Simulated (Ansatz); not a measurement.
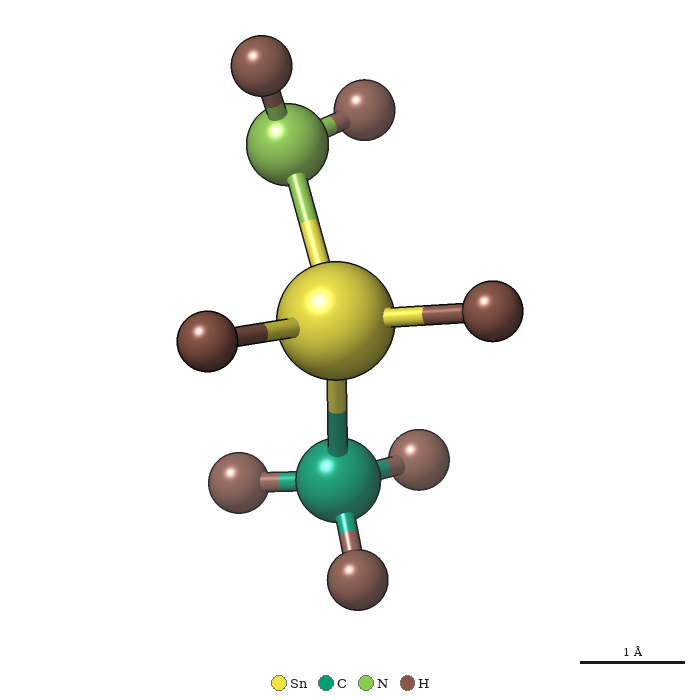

Ball-and-stick drawing of a structure. Every bond is drawn as one stick, whatever its order.

Computed geometry: PBE0-D4/def2-TZVP optimisation.

Identify the structure.

Formula CH7NSn. This geometry has C1 symmetry. Coordination: 1 Sn tetrahedral; 1 C tetrahedral; 1 N trigonal pyramidal.
